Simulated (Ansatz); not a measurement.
## YTlBi2: relaxing a made-up structure

Starting from a made-up structure for YTlBi2, the aim is the relaxed cell, its shortest contacts and, where a second run follows, its electronic structure.

Main program and level: Ansatz 0.2.0; DFT, PBE, plane-wave PAW, files of the set soft_1, scalar-relativistic, no spin, cell and ions relaxed at zero pressure; PAW set soft_1, in the first sound run; inputs show where later runs differ.

**1. The starting structure**

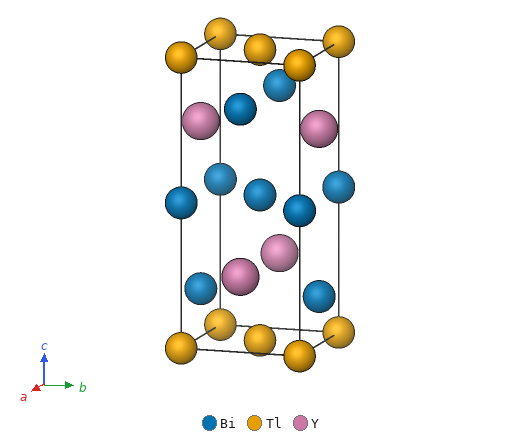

The cell as given, slightly off an axis (bismuth blue, thallium orange, yttrium pink). Some periodic images of atoms are drawn too.

**2. Relaxation of the guess**

The guessed cell has no reason to be at equilibrium. It is relaxed with the atoms, within the space group of the guess.

input.yaml reads:

```yaml
crystal:
  lattice:
    - [4.692, 0.0, 0.0]
    - [0.0, 4.692, 0.0]
    - [0.0, 0.0, 11.168]
  atoms:
    - { symbol: Bi, position: [0.5, 0.5, 0.5] }
    - { symbol: Bi, position: [0.0, 0.0, 0.5] }
    - { symbol: Bi, position: [0.5, 0.0, 0.1643] }
    - { symbol: Bi, position: [0.0, 0.5, 0.8357] }
    - { symbol: Tl, position: [0.5, 0.5, 0.0] }
    - { symbol: Tl, position: [0.0, 0.0, 0.0] }
    - { symbol: "Y", position: [0.5, 0.0, 0.7408] }
    - { symbol: "Y", position: [0.0, 0.5, 0.2592] }
kpoints:
  mp_grid: { grid: [6, 6, 3] }
scf:
  occupations: { method: fermi_dirac, width: 0.05 }
hamiltonian:
  xc: pbe
  pseudopotentials: { kind: paw, azcp: { folder: soft_1 } }
relax:
  f_tol: 0.015
  max_steps: 70
  cell: {}
output:
  forces: true
  stress: true
```

On the command line:

```console
$ ansatz run input.yaml --threads 4 --pin off --max-ram 10240MiB --backend cpu --events-out ev --progress --plain --runs-dir out
```

Numbers of over 12 decimals in the logs are rounded to 6 here.

The log of the run:

```text
Engine: ansatz 0.2.0, x86_64-unknown-linux-gnu
Pseudopotentials: kind: paw
Pseudopotential: Bi, paw, valence charge 15, recommended cutoff 420 eV (normal), soft_1/Bi.paw.azcp
Pseudopotential: Tl, paw, valence charge 13, recommended cutoff 420 eV (normal), soft_1/Tl.paw.azcp
Pseudopotential: Y, paw, valence charge 11, recommended cutoff 420 eV (normal), soft_1/Y.paw.azcp
Functional definition: PBE
  parameter kappa = 0.804
  parameter beta = 0.066725
  exchange = pbe_x(kappa = kappa, mu = beta*pi^2/3)
  correlation = pbe_c(beta = beta)
Crystal: 8 atoms, lattice volume = 245.862 Å³
Basis set: ecut = 420 eV, 4813 PW (Γ), exchange–correlation on 64×64×150 points (8 copies of the dense FFT grid, shifted against one another)
Bands: 65, of which v1, the nominal top of the filled ones, is band 54 counted from 1 (53 counted from 0)
Symmetry: 16 space group operations
Space group: P4/nmm (ITA 129), of the structure as read, at distance tolerance 6.3e-5 Å
k-points: 20 of 108
Non-local potential: Bi, projectors of the file, l = 0: 2, l = 1: 2, l = 2: 2, l = 3: 1
Non-local potential: Tl, projectors of the file, l = 0: 2, l = 1: 2, l = 2: 2, l = 3: 1
Non-local potential: Y, projectors of the file, l = 0: 3, l = 1: 2, l = 2: 2, l = 3: 1
PAW form: soft (Blöchl's): semilocal exchange-correlation on the pseudo side does not see the compensation charge
PAW one-centre angular grid: Bi, 590 points (default); XC on 64 Gauss nodes
PAW one-centre angular grid: Tl, 590 points (default); XC on 64 Gauss nodes
PAW one-centre angular grid: Y, 590 points (default); XC on 64 Gauss nodes
Initial density: superposition of atomic densities (chi_scale 0.1, normalization cell, long waves kept (reshape's long-wave potential 0.50 eV rms))
Initial wavefunctions: pseudopotential atomic-orbital guess
Functional: x = pbe(κ = 0.804, μ = 0.219515), c = pbe(β = 0.066725)
SCF iter   1: F=—  HF=-80191.367244 eV  |F-HF|=—  |Δ(HF+E_count)|=         —  Δρ=3.62e-2  dr2=3.75e1  ethr=3.10e-3  ⟨swp⟩=6.2  Hψ=4657  notcnv=0
preconditioner: auto → Kerker (q_TF=auto, 2.379 Å⁻¹)  [metal: Δε(μ)=0.065 eV  Ē_g=14.937 eV  σ=0.050 eV  W_gap=0.31  n_scr=56 (ndim 8)  ℏωp=22.7 eV  f_vac=0.000  D(μ)=5.92/eV (n_scr^D=38)]
SCF iter   2: F=—  HF=-80189.001911 eV  |F-HF|=—  |Δ(HF+E_count)|=    2.37e0  Δρ=2.12e-2  dr2=1.53e1  ethr=3.10e-3  ⟨swp⟩=2.6  Hψ=1714  notcnv=1  defer=27
SCF iter   3: F=—  HF=-80187.520521 eV  |F-HF|=—  |Δ(HF+E_count)|=    1.48e0  Δρ=4.96e-3  dr2=1.21e0  ethr=3.10e-3  ⟨swp⟩=3.1  Hψ=2002  notcnv=0  defer=31
SCF iter   4: F=—  HF=-80187.431847 eV  |F-HF|=—  |Δ(HF+E_count)|=   8.87e-2  Δρ=2.68e-3  dr2=5.11e-2  ethr=1.12e-3  ⟨swp⟩=2.6  Hψ=1666  notcnv=0  defer=31
SCF iter   5: F=—  HF=-80187.425206 eV  |F-HF|=—  |Δ(HF+E_count)|=   6.64e-3  Δρ=8.40e-4  dr2=1.93e-2  ethr=4.73e-5  ⟨swp⟩=2.0  Hψ=1734  notcnv=0  defer=32
SCF iter   6: F=—  HF=-80187.423999 eV  |F-HF|=—  |Δ(HF+E_count)|=   1.21e-3  Δρ=2.76e-4  dr2=6.90e-4  ethr=1.79e-5  ⟨swp⟩=1.9  Hψ=1351  notcnv=0  defer=32
SCF iter   7: F=—  HF=-80187.424030 eV  |F-HF|=—  |Δ(HF+E_count)|=   3.06e-5  Δρ=9.80e-5  dr2=1.20e-4  ethr=6.39e-7  ⟨swp⟩=2.0  Hψ=1567  notcnv=0  defer=32
SCF iter   8: F=—  HF=-80187.424028 eV  |F-HF|=—  |Δ(HF+E_count)|=   2.03e-6  Δρ=3.15e-5  dr2=1.29e-5  ethr=1.11e-7  ⟨swp⟩=1.9  Hψ=1385  notcnv=0  defer=32
SCF iter   9: F=—  HF=-80187.424045 eV  |F-HF|=—  |Δ(HF+E_count)|=   1.68e-5  Δρ=7.19e-6  dr2=2.12e-7  ethr=1.19e-8  ⟨swp⟩=2.0  Hψ=1500  notcnv=0  defer=32
SCF iter  10: F=-80187.424045 eV  HF=-80187.424045 eV  |F-HF|=3.67e-9  |Δ(HF+E_count)|=   6.16e-8  Δρ=2.03e-6  dr2=1.78e-8  ethr=9.26e-11  ⟨swp⟩=4.0  Hψ=4151  notcnv=0
SCF 1 converged in 10 iterations: F = -80187.424045 eV  dr2 = 1.78e-8
  greatest PAW one-centre occupation: 0.992 electrons in one spin orbital (limit 2), on the Y atom at site 7 (counted from 0), in its partial waves of l = 0
relax step   1: F+E_penalty+E_count = -80187.42404465 eV  Δ(F+E_penalty+E_count) = +0.000e0 eV  max|allowed force component| = 2.978e0 eV/Å  Δτ_max = 0.0000 Å  P = +3.713 GPa  Ω = 245.862 Å³  (10 SCF iters, dr2 threshold 1.00e-7 eV, accepted)
Crystal: 8 atoms, lattice volume = 251.405 Å³
Basis set: ecut = 420 eV, 4901 PW (Γ), exchange–correlation on 64×64×150 points (8 copies of the dense FFT grid, shifted against one another)
Initial density: handed on by an earlier stage of this run
Initial wavefunctions: those handed on with the density
iter 1 solved again at ethr=3.97e-5 eV; its pass at ethr=3.10e-3 eV (dr2=4.28e-2 eV) is discarded
SCF iter   1: F=—  HF=-80188.601199 eV  |F-HF|=—  |Δ(HF+E_count)|=         —  Δρ=3.99e-3  dr2=4.40e-2  ethr=3.97e-5  ⟨swp⟩=1.9  Hψ=6386  notcnv=0
preconditioner: auto → Kerker (q_TF=auto, 2.370 Å⁻¹)  [metal: Δε(μ)=0.037 eV  Ē_g=16.826 eV  σ=0.050 eV  W_gap=0.18  n_scr=56 (ndim 8)  ℏωp=23.9 eV  f_vac=0.000  D(μ)=5.36/eV (n_scr^D=38)]
SCF iter   2: F=—  HF=-80188.594057 eV  |F-HF|=—  |Δ(HF+E_count)|=   7.14e-3  Δρ=2.29e-3  dr2=1.40e-2  ethr=3.97e-5  ⟨swp⟩=1.2  Hψ=1305  notcnv=0
SCF iter   3: F=—  HF=-80188.591797 eV  |F-HF|=—  |Δ(HF+E_count)|=   2.26e-3  Δρ=3.56e-4  dr2=3.78e-4  ethr=1.29e-5  ⟨swp⟩=2.0  Hψ=2223  notcnv=0
SCF iter   4: F=—  HF=-80188.591894 eV  |F-HF|=—  |Δ(HF+E_count)|=   9.74e-5  Δρ=9.73e-5  dr2=3.35e-5  ethr=3.50e-7  ⟨swp⟩=2.0  Hψ=1527  notcnv=0
SCF iter   5: F=—  HF=-80188.591900 eV  |F-HF|=—  |Δ(HF+E_count)|=   5.72e-6  Δρ=2.95e-5  dr2=3.23e-6  ethr=3.10e-8  ⟨swp⟩=2.0  Hψ=1823  notcnv=0
SCF iter   6: F=-80188.591901 eV  HF=-80188.591901 eV  |F-HF|=9.66e-8  |Δ(HF+E_count)|=   9.21e-7  Δρ=9.48e-6  dr2=4.14e-7  ethr=7.41e-10  ⟨swp⟩=4.0  Hψ=4480  notcnv=0
SCF 2 converged in 6 iterations: F = -80188.591901 eV  dr2 = 4.14e-7
relax step   2: F+E_penalty+E_count = -80188.59190074 eV  Δ(F+E_penalty+E_count) = -1.168e0 eV  max|allowed force component| = 2.020e0 eV/Å  Δτ_max = 0.1990 Å  P = +0.671 GPa  Ω = 251.405 Å³  energy of the carried Pulay correction = -4.392e-4 eV  (6 SCF iters, dr2 threshold 8.00e-7 eV, accepted)
Crystal: 8 atoms, lattice volume = 250.037 Å³
Basis set: ecut = 420 eV, 4885 PW (Γ), exchange–correlation on 64×64×150 points (8 copies of the dense FFT grid, shifted against one another)
iter 1 solved again at ethr=3.95e-5 eV; its pass at ethr=3.10e-3 eV (dr2=4.26e-2 eV) is discarded
SCF iter   1: F=—  HF=-80189.387650 eV  |F-HF|=—  |Δ(HF+E_count)|=         —  Δρ=4.02e-3  dr2=4.17e-2  ethr=3.95e-5  ⟨swp⟩=2.1  Hψ=7177  notcnv=0
preconditioner: auto → Kerker (q_TF=auto, 2.372 Å⁻¹)  [metal: Δε(μ)=0.069 eV  Ē_g=16.801 eV  σ=0.050 eV  W_gap=0.32  n_scr=56 (ndim 8)  ℏωp=23.9 eV  f_vac=0.000  D(μ)=4.13/eV (n_scr^D=18)]
SCF iter   2: F=—  HF=-80189.381062 eV  |F-HF|=—  |Δ(HF+E_count)|=   6.59e-3  Δρ=2.31e-3  dr2=1.42e-2  ethr=3.86e-5  ⟨swp⟩=1.4  Hψ=1315  notcnv=0
SCF iter   3: F=—  HF=-80189.378503 eV  |F-HF|=—  |Δ(HF+E_count)|=   2.56e-3  Δρ=3.50e-4  dr2=5.64e-4  ethr=1.32e-5  ⟨swp⟩=2.0  Hψ=2214  notcnv=0
SCF iter   4: F=—  HF=-80189.378516 eV  |F-HF|=—  |Δ(HF+E_count)|=   1.31e-5  Δρ=9.39e-5  dr2=4.71e-5  ethr=5.23e-7  ⟨swp⟩=2.0  Hψ=1495  notcnv=0
SCF iter   5: F=—  HF=-80189.378517 eV  |F-HF|=—  |Δ(HF+E_count)|=   8.04e-7  Δρ=3.27e-5  dr2=4.67e-6  ethr=4.36e-8  ⟨swp⟩=2.9  Hψ=2421  notcnv=0
SCF iter   6: F=—  HF=-80189.378517 eV  |F-HF|=—  |Δ(HF+E_count)|=   7.49e-7  Δρ=1.17e-5  dr2=8.07e-7  ethr=7.41e-10  ⟨swp⟩=4.0  Hψ=4050  notcnv=0
SCF iter   7: F=-80189.378517 eV  HF=-80189.378518 eV  |F-HF|=6.79e-8  |Δ(HF+E_count)|=   1.78e-7  Δρ=3.23e-6  dr2=1.06e-7  ethr=7.41e-10  ⟨swp⟩=4.0  Hψ=3758  notcnv=0
SCF 3 converged in 7 iterations: F = -80189.378517 eV  dr2 = 1.06e-7
relax step   3: F+E_penalty+E_count = -80189.37851747 eV  Δ(F+E_penalty+E_count) = -7.866e-1 eV  max|allowed force component| = 1.269e0 eV/Å  Δτ_max = 0.1955 Å  P = -0.183 GPa  Ω = 250.037 Å³  energy of the carried Pulay correction = -3.317e-4 eV  (7 SCF iters, dr2 threshold 8.00e-7 eV, accepted)
[...]
relax step   4: F+E_penalty+E_count = -80189.85443327 eV  Δ(F+E_penalty+E_count) = -4.759e-1 eV  max|allowed force component| = 5.875e-1 eV/Å  Δτ_max = 0.1971 Å  P = -0.064 GPa  Ω = 246.374 Å³  energy of the carried Pulay correction = -4.097e-5 eV  (7 SCF iters, dr2 threshold 8.00e-7 eV, accepted)
[...]
relax step   5: F+E_penalty+E_count = -80189.98049786 eV  Δ(F+E_penalty+E_count) = -1.261e-1 eV  max|allowed force component| = 9.325e-2 eV/Å  Δτ_max = 0.1883 Å  P = +0.489 GPa  Ω = 243.762 Å³  energy of the carried Pulay correction = +1.690e-4 eV  (6 SCF iters, dr2 threshold 8.00e-7 eV, accepted)
[...]
relax step   6: F+E_penalty+E_count = -80189.98712756 eV  Δ(F+E_penalty+E_count) = -6.630e-3 eV  max|allowed force component| = 3.511e-2 eV/Å  Δτ_max = 0.0230 Å  P = +0.068 GPa  Ω = 245.911 Å³  energy of the carried Pulay correction = -3.892e-6 eV  (5 SCF iters, dr2 threshold 8.00e-7 eV, accepted)
[...]
relax step   7: F+E_penalty+E_count = -80189.98975968 eV  Δ(F+E_penalty+E_count) = -2.632e-3 eV  max|allowed force component| = 2.012e-2 eV/Å  Δτ_max = 0.0148 Å  P = +0.013 GPa  Ω = 246.781 Å³  energy of the carried Pulay correction = -7.353e-5 eV  (6 SCF iters, dr2 threshold 1.33e-7 eV, accepted)
[...]
relax step   8: F+E_penalty+E_count = -80189.99006787 eV  Δ(F+E_penalty+E_count) = -3.082e-4 eV  max|allowed force component| = 3.290e-3 eV/Å  Δτ_max = 0.0098 Å  P = -0.013 GPa  Ω = 247.228 Å³  energy of the carried Pulay correction = -1.091e-4 eV  (7 SCF iters, dr2 threshold 2.53e-8 eV, accepted)
Basis set: ecut = 420 eV, 4815 PW (Γ), exchange–correlation on 64×64×160 points (8 copies of the dense FFT grid, shifted against one another)
Initial wavefunctions: pseudopotential atomic-orbital guess (no wavefunctions were taken with the density)
iter 1 solved again at ethr=3.76e-7 eV; its pass at ethr=3.10e-3 eV (dr2=4.06e-4 eV) is discarded
SCF iter   1: F=—  HF=-80189.989885 eV  |F-HF|=—  |Δ(HF+E_count)|=         —  Δρ=1.13e-4  dr2=1.04e-6  ethr=3.76e-7  ⟨swp⟩=3.0  Hψ=7835  notcnv=0
preconditioner: auto → Kerker (q_TF=auto, 2.377 Å⁻¹)  [metal: Δε(μ)=0.068 eV  Ē_g=16.918 eV  σ=0.050 eV  W_gap=0.30  n_scr=56 (ndim 8)  ℏωp=24.1 eV  f_vac=0.000  D(μ)=5.67/eV (n_scr^D=38)]
SCF iter   2: F=—  HF=-80189.990202 eV  |F-HF|=—  |Δ(HF+E_count)|=   3.16e-4  Δρ=5.74e-5  dr2=2.83e-7  ethr=9.67e-10  ⟨swp⟩=2.0  Hψ=2342  notcnv=0
SCF iter   3: F=—  HF=-80189.990262 eV  |F-HF|=—  |Δ(HF+E_count)|=   5.99e-5  Δρ=9.70e-7  dr2=1.16e-9  ethr=2.62e-10  ⟨swp⟩=2.2  Hψ=1876  notcnv=0
SCF iter   4: F=—  HF=-80189.990262 eV  |F-HF|=—  |Δ(HF+E_count)|=   2.53e-9  Δρ=2.66e-7  dr2=1.47e-10  ethr=1.00e-12  ⟨swp⟩=5.0  Hψ=4736  notcnv=0
SCF iter   5: F=-80189.990262 eV  HF=-80189.990262 eV  |F-HF|=5.82e-11  |Δ(HF+E_count)|=  2.18e-10  Δρ=6.55e-8  dr2=2.81e-11  ethr=1.00e-12  ⟨swp⟩=4.0  Hψ=3722  notcnv=0
SCF 9 converged in 5 iterations: F = -80189.990262 eV  dr2 = 2.81e-11
relax step   9: F+E_penalty+E_count = -80189.99026181 eV  Δ(F+E_penalty+E_count) = -1.939e-4 eV  max|allowed force component| = 3.251e-3 eV/Å  Δτ_max = 0.0000 Å  P = -0.014 GPa  Ω = 247.228 Å³  stress off target by 1.86e-2 GPa  SCF on the basis re-selected at this cell (its energy is not comparable with the rows above)  (5 SCF iters)
basis re-selected at this cell: Δ(F+E_penalty+E_count) = -1.939e-4 eV, ΔP = -0.001 GPa vs the last step (what re-selecting the basis moved, of the pressure what is left beyond the Pulay correction that the steps carried, after the strain that the cell walked since its last selection, with what the two solves' SCF thresholds leave and, on support functions, any second-order correction that the steps lacked; it is no measure of the basis error at this ecutwfc). The dense FFT grid was sized anew with the basis: this SCF ran on 32×32×80 points, the steps before it on 32×32×75, so part of this shift can come from that change (see relax.cell in the input reference). [rest of the remark cut]
SCF converged after 5 iterations
Free energy (F): -80189.990262 eV
Harris-Foulkes:  -80189.990262 eV  (|F-HF|=5.82e-11)
Internal energy: -80189.946836 eV  (E = F + TS)
E sigma→0 (E₀):  -80189.968549 eV
Entropy (-TS):   -0.043426 eV (-5.428 meV/atom)
Fermi energy:    10.861033 eV
--- Per-component energies (eV) ---
  E_band       = -558.842687
  E_kinetic    = 2183.000414
  E_local      = -8005.918770  (includes V_loc(G=0)·N_el)
  E_nonlocal   = 2313.813110
  E_hartree    = 2935.177758
  E_xc         = -1335.143283
  E_vxc        = -1181.980456  (∫ρ·V_xc dr)
  E_paw        = -68657.547765  (= ΣΔE_a)
  E_vpaw       = -1738.113130  (= ΣTr[D̂ρ^β])
  E_aug_tail   = 0.000790  (compensation charges beyond the density's cutoff)
  E_ewald      = -9623.329090
  E_smearing   = -0.043426  (= −TS)
  E_closure    = 0.000000  (closes the sum)
  Σ components = -80189.990262   (vs F -80189.990262, Δ=0.00e0)
--- Forces (eV/Å), atoms counted from 1 ---
  atom   1  Bi     0.00000000     0.00000000     0.00000000
  atom   2  Bi     0.00000000     0.00000000    -0.00000000
  atom   3  Bi     0.00000000     0.00000000    -0.00325133
  atom   4  Bi     0.00000000     0.00000000     0.00325133
  atom   5  Tl     0.00000000     0.00000000     0.00000000
  atom   6  Tl     0.00000000     0.00000000     0.00000000
  atom   7  Y      0.00000000     0.00000000    -0.00130475
  atom   8  Y      0.00000000     0.00000000     0.00130475
  max |Σ_I F_I| component: 0.00e0 eV/Å
--- Stress (GPa, compression-positive) ---
       -0.018592      -0.000000       0.000000
       -0.000000      -0.018592       0.000000
        0.000000       0.000000      -0.005800
  P = ⅓ Tr σ = -0.0143 GPa (-0.143 kbar)
--- Relaxed structure (8 steps of the walk, 8 accepted, 1 SCFs on fresh bases) ---
  F+E_penalty+E_count = -80189.99026181 eV   max|allowed force component| = 3.251e-3 eV/Å   (the final SCF, on the basis selected at the relaxed cell)
  cell:  # Å, volume = 247.2276 Å³
    - [4.594104, 0, 0.0]
    - [0, 4.594104, 0.0]
    - [0.0, 0.0, 11.713731]
  atoms:
    - { symbol: Bi, position: [0.5, 0.5, 0.5] }
    - { symbol: Bi, position: [0, 0, 0.5] }
    - { symbol: Bi, position: [0.5, 0, 0.231184] }
    - { symbol: Bi, position: [0, 0.5, 0.768816] }
    - { symbol: Tl, position: [0.5, 0.5, 0] }
    - { symbol: Tl, position: [0, 0, 0] }
    - { symbol: Y, position: [0.5, 0, 0.712899] }
    - { symbol: Y, position: [0, 0.5, 0.287101] }
```

The job ended after 28 s (4 threads of Intel Xeon Platinum 8375C at 2.90GHz (Ice Lake), shared host; peak memory 0.88 GiB).

The steps of the relaxation:

```tsv
step	energy less that of the first step (eV)	largest force component (eV/Å)	pressure (GPa)	volume (Å³)
1	0.0000	2.9782	3.71	245.86
2	-1.1679	2.0199	0.67	251.41
3	-1.9545	1.2685	-0.18	250.04
4	-2.4304	0.5875	-0.06	246.37
5	-2.5565	0.0933	0.49	243.76
6	-2.5631	0.0351	0.07	245.91
7	-2.5657	0.0201	0.01	246.78
8	-2.5660	0.0033	-0.01	247.23
9*	-2.5662	0.0033	-0.01	247.23
```

Relaxation steps marked * repeat the geometry before them on a plane-wave basis chosen anew for their cell, so energy and pressure can jump there.

The run keeps the 16 symmetry operations that it works with, so distortions that break them were not tested.

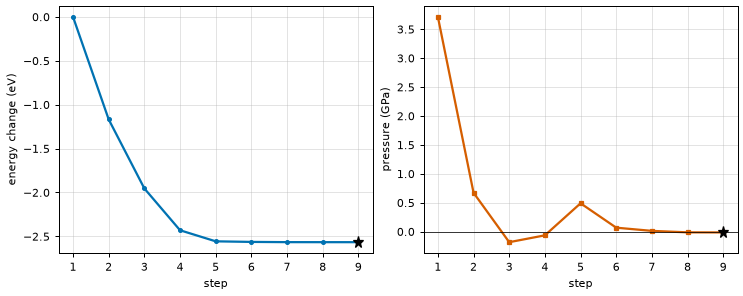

Energy and pressure along the relaxation. Stars mark steps on a basis chosen anew.

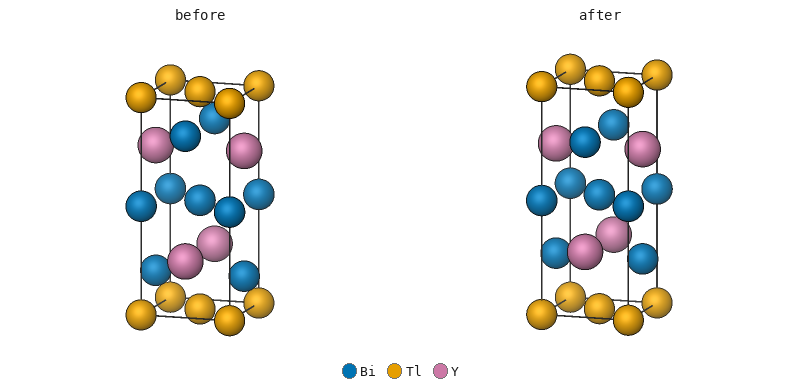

The structure before and after the relaxation, drawn at the same scale.

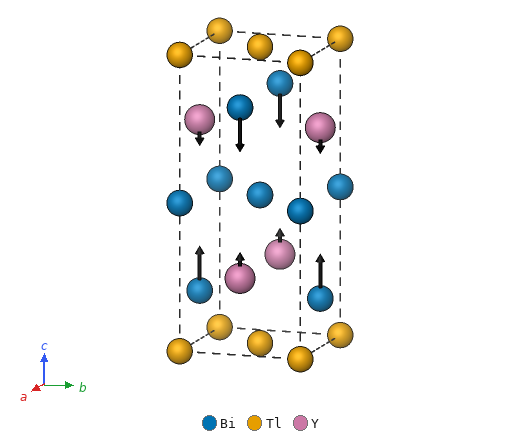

Displacements in the relaxation, exaggerated, measured against the changing cell; the longest in the cell stands for 0.78 Å. Some periodic images of atoms are drawn too.

```tsv
conventional cell, symmetrised	before	after	change
a (Å)	4.692	4.594	-2.1 %
b (Å)	4.692	4.594	-2.1 %
c (Å)	11.168	11.714	+4.9 %
volume (Å³/atom)	30.73	30.90	+0.6 %
```

The atoms that moved most (Å, as changes of fractional coordinates times the final cell):

```tsv
atom	dx	dy	dz	length
Bi4	0.000	0.000	-0.783	0.783
Bi3	0.000	0.000	0.783	0.783
Y7	0.000	0.000	-0.327	0.327
Y8	0.000	0.000	0.327	0.327
```

Numbers from this step:

```yaml
free_energy: -80189.9903 eV
energy_at_zero_smearing: -80189.9685 eV
smearing_term_ts: 0.04343 eV
fermi_energy: 10.86 eV
electrons: 108
symmetry_operations: 16
pressure: -0.01433 GPa
```

The shortest distance of each pair, which need not be the same contact before and after:

```tsv
pair	guess (Å)	relaxed (Å)
Bi–Bi	3.318	3.249
Tl–Tl	3.318	3.249
Bi–Y	3.483	3.314
Bi–Tl	2.978	3.551
Tl–Y	3.726	4.073
```

The relaxation ends with a largest force component of 0.0033 eV/Å and a pressure of -0.01 GPa.

[end of part 1 of 2]

[Logs are printed without paths, hosts, clocks, repeated set-up lines and the standing remarks that a program may print on its own settings, such as how far it seeks lower states.]

[Hosts, paths, dates, database ids (printed as entryN), source tags and the programs' standing remarks are cut or masked in the printed files.]
